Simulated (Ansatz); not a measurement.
Input

```
basis:
  gaussian: {orbitals: def2-TZVPD}
crystal:
  periodic: [false, false, false]
  atoms:
    - {symbol: C, position_ang: [-1.978804, 1.387722, 0.974543]}
    - {symbol: C, position_ang: [-0.989465, 0.809488, 0.576118]}
    - {symbol: F, position_ang: [1.774270, -0.105957, 1.134114]}
    - {symbol: F, position_ang: [0.204104, -1.705416, -0.442815]}
    - {symbol: F, position_ang: [1.185531, 0.654338, -1.432178]}
    - {symbol: Ge, position_ang: [0.527908, -0.077683, -0.034879]}
    - {symbol: H, position_ang: [-2.857130, 1.901104, 1.328260]}
hamiltonian: {xc: {name: PBE0}}
output: {forces: true, orbitals: {seedname: orbitals}}
```

Command:

```sh
ansatz run input.yaml --threads 2 --pin off --max-ram 5220MiB --events-out events.jsonl --progress --plain --runs-dir runs
```

Geometry: PBE0-D4/def2-SVP.

All numbers below come from isolated molecule in a Gaussian basis; Kohn-Sham density functional theory, functional PBE0 in Ansatz.

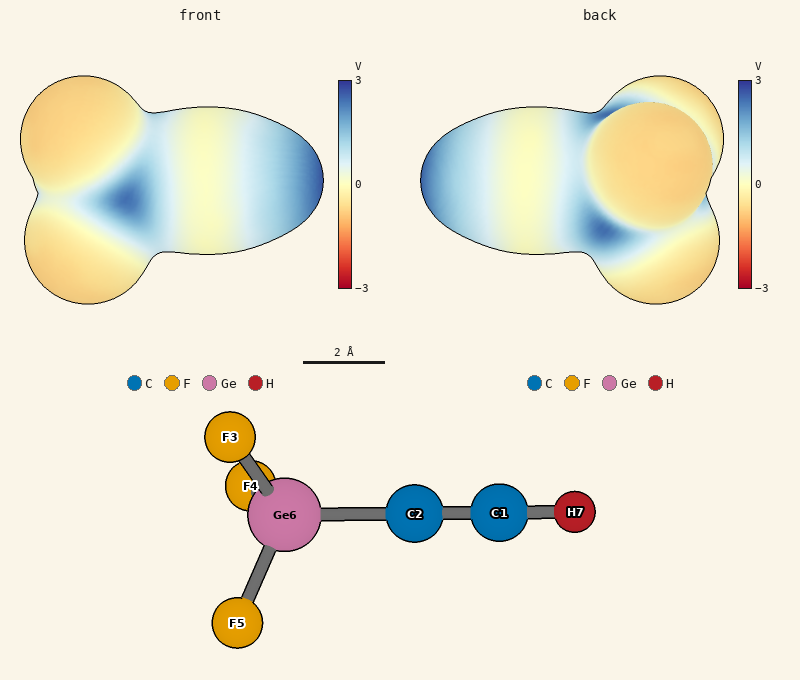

C2HF3Ge (SMILES C#[C][Ge]([F])([F])[F]). The molecular electrostatic potential painted on the density surface at 0.002 e/bohr³, seen from the front and from behind; the colour scale runs from red (negative) to blue (positive). The bare structure is drawn below in the same view.

Where is the surface potential most negative and most positive?

The most negative region (about −0.8 V) lies over F3, F4 and F5, the most positive (about +2.6 V) over H7.

How polar is the molecule by this calculation?

Its dipole moment is 3.59 D.
